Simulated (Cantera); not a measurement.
Charge: 1 mol V, a varied amount of H₂O, at 1800 K and 0.000140 bar.

Method: chemical equilibrium by Gibbs-energy minimisation in Cantera with the NASA 1993 tables (ideal gas, pure condensed phases). Candidate condensed phases: H₂O, V, VO, V₂O₃, V₂O₄, V₂O₅; 12 gas species. Mutual solubility and eutectic melting of coexisting phases are not modelled. VO: taken at fixed stoichiometry. Condensed phases not in the tables: the oxides between V₂O₃ and V₂O₅ other than VO₂, N, O or C dissolved in the metal. Equilibrium is a limit: real reactors are often held back by kinetics, nucleation or transport.

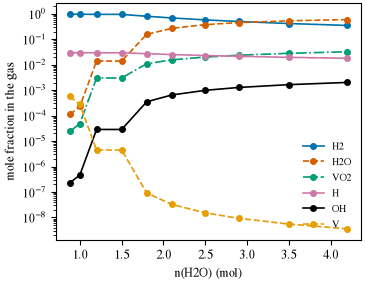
*Equilibrium gas composition (values under 1e-9 drawn at 1e-9)*

Q: Read off the mole fractions at 2.1 mol H₂O.

A: H₂ about 0.69, H₂O about 0.27, H about 0.025, VO₂ about 0.016, OH about 0.00065, V about 3.2e-8.
